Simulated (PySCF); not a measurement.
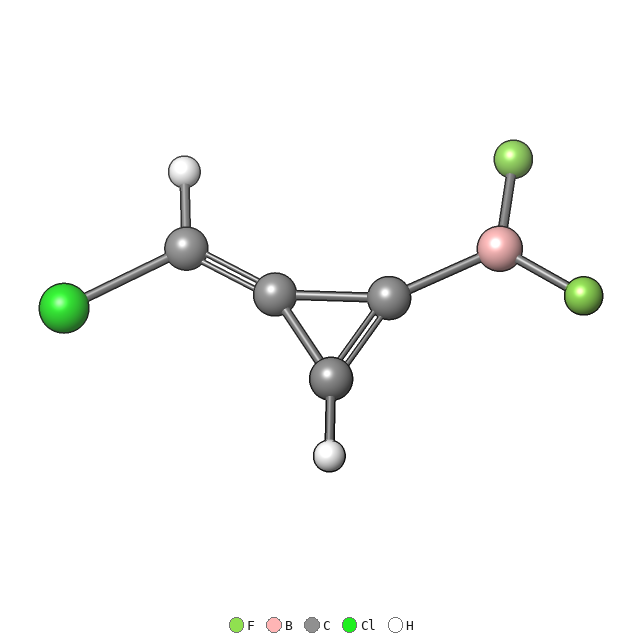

A ball-and-stick model of a molecule. Double and triple bonds are drawn as two and three sticks.

**What is the molecular formula?**

C4H2BClF2, 10 atoms: 4 carbon, 2 hydrogen, 1 boron, 1 chlorine and 2 fluorine.

**Write the SMILES.**

FB(F)C1=CC/1=C\Cl

**Does it have rings?**

Independent rings (smallest set): 1 of 3 members.

**Count the bonded pairs by element.**

4 C–C, 2 B–F, 2 C–H, 1 C–B, 1 C–Cl.

**Name some functional groups or characteristic bonds that it holds.**

Among them: alkene, C–Cl bond.

The parts below concern this one geometry. Atoms keep their numbers from picture to picture. The computed structure is the end point of a PBE0-D3(BJ)/def2-SVP optimisation. No frequency run is at hand to confirm it as a minimum.

## Geometry

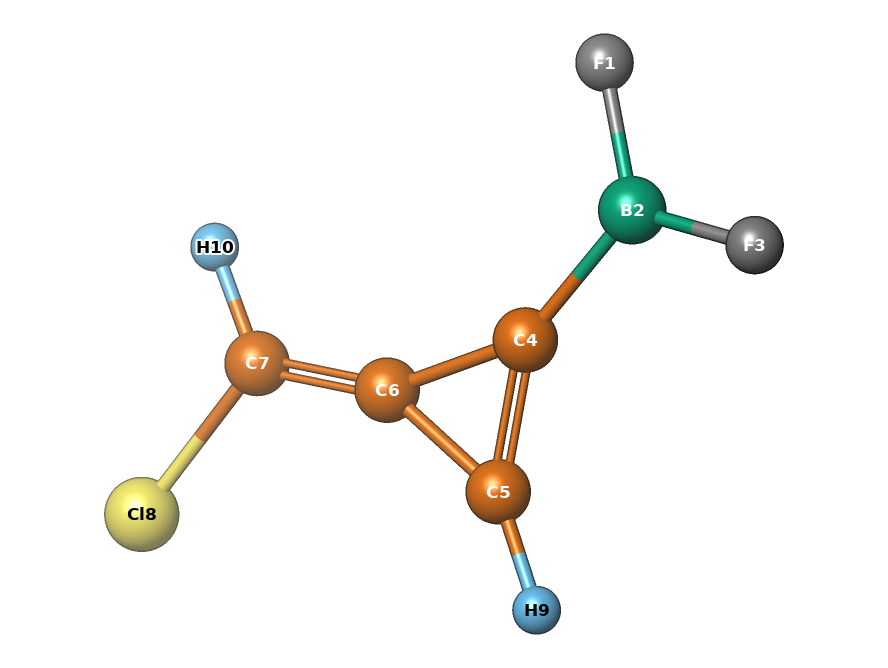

Distant atoms are faded towards the background colour. No frequency run is at hand to confirm it as a minimum.

**Which atoms or bonds are stereogenic?**

Double bonds: C6=C7.

**What are the Cahn–Ingold–Prelog descriptors?**

C6=C7: E.

## NMR shielding

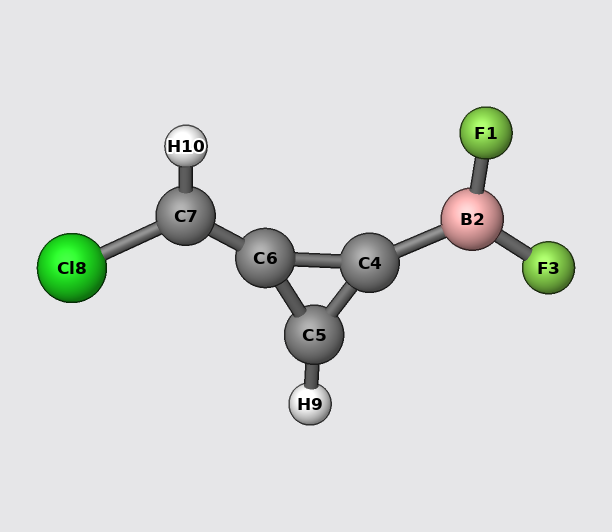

No frequency run is at hand to confirm it as a minimum. Level of theory: GIAO BLYP/pcSseg-1 NMR shielding, non-relativistic, gas phase (PySCF 2.14.0). Principal shieldings σ11 ≤ σ22 ≤ σ33, span Ω = σ33 − σ11, skew κ = 3(σiso − σ22)/Ω.

Give the shielding tensors of the B atoms.

| atom | σ11 | σ22 | σ33 | σiso | Ω | κ |
| --- | --- | --- | --- | --- | --- | --- |
| B2 | 65.6 | 73.5 | 87.3 | 75.5 | 21.7 | 0.27 |

Shieldings and span in ppm.

## Dipole moment

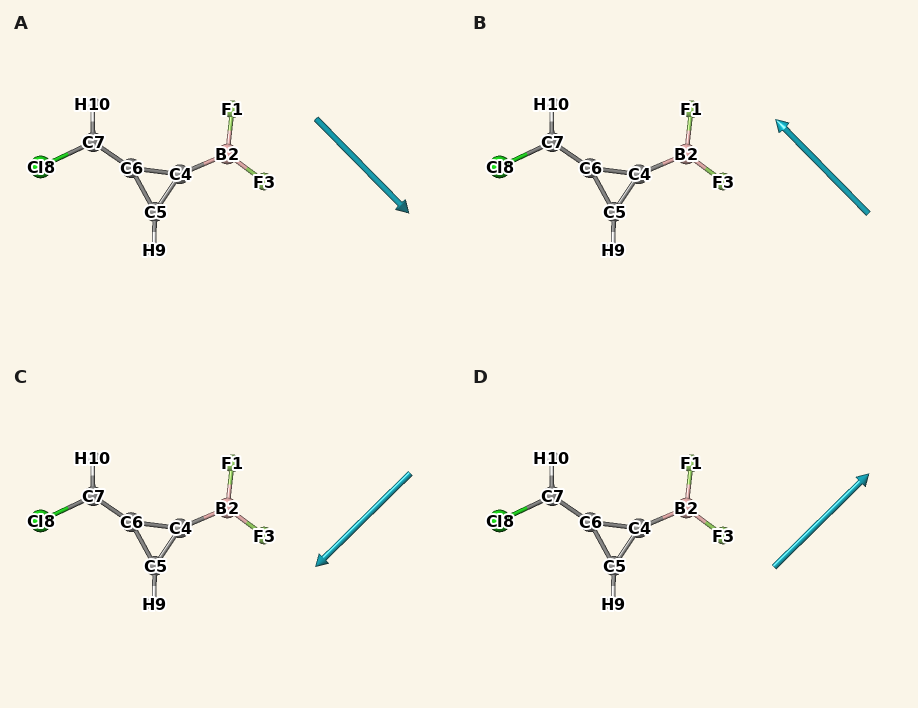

The same molecule four times, each with an arrow. No frequency run is at hand to confirm it as a minimum. Properties computed with BHandHLYP/pcSseg-1, gas phase (PySCF 2.14.0).

**Which arrow points along the dipole moment, from the negative to the positive end?**

A. The dipole moment is 2.07 D; it points from the side of H10 to the side of F3 (the outermost atoms at the two ends).

## Bond orders

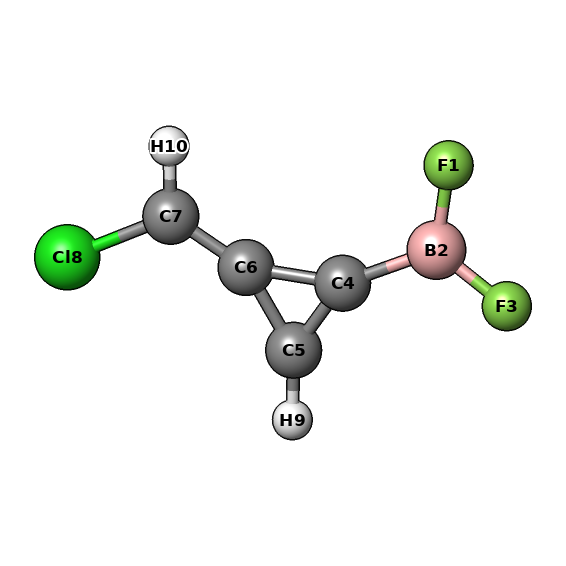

Every bond is drawn as one stick. No frequency run is at hand to confirm it as a minimum. Method: PBE0/6-31G (PySCF 2.14.0).

**Which bond has the highest Mayer bond order?**

C6–C7, 1.80, at a length of 1.328 Å.

List the Mayer bond orders of F1–B2, B2–F3, B2–C4, C4–C5, C4–C6, C5–C6, C5–H9, C6–C7, C7–Cl8, C7–H10.

| bond | Mayer order | length (Å) |
| --- | --- | --- |
| F1–B2 | 1.09 | 1.315 |
| B2–F3 | 1.09 | 1.316 |
| B2–C4 | 0.98 | 1.543 |
| C4–C5 | 1.57 | 1.331 |
| C4–C6 | 0.91 | 1.455 |
| C5–C6 | 1.01 | 1.420 |
| C5–H9 | 0.89 | 1.089 |
| C6–C7 | 1.80 | 1.328 |
| C7–Cl8 | 1.05 | 1.736 |
| C7–H10 | 0.89 | 1.090 |
